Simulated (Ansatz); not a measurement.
**Pressure series in Al2Cu**

The reference is Al$_{2}$Cu (space group I4/mcm, No. 140).

```
CELL_PARAMETERS angstrom
     -3.02979     3.02979     2.43726
      3.02979    -3.02979     2.43726
      3.02979     3.02979    -2.43726
ATOMIC_POSITIONS crystal
  Al 0.65828 0.15828 0.81655
  Al 0.84172 0.65828 0.50000
  Al 0.15828 0.34172 0.50000
  Al 0.34172 0.84172 0.18345
  Cu 0.25000 0.25000 0.00000
  Cu 0.75000 0.75000 0.00000
```

Cell and atoms are relaxed at each pressure.

All numbers come from Kohn–Sham DFT with the PBE functional, run in Ansatz (a program for electronic structure) with PAW and 420 eV plane waves, no SOC.

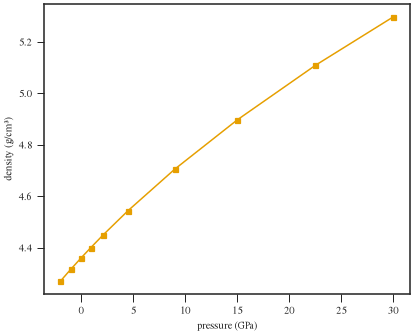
Fig. 1. Density against pressure

From the plot, what is the density for pressure 9 GPa?

About 4.71 g/cm³.

Is the trend monotonic over the range shown?

Yes, it rises throughout, spanning 4.27 g/cm³ to 5.30 g/cm³.

Load acts through the strain it causes; cell and atoms are relaxed under it. Whether these cells are dynamically stable was not tested. Competing high-pressure phases were not computed. All final runs are without spin polarisation.
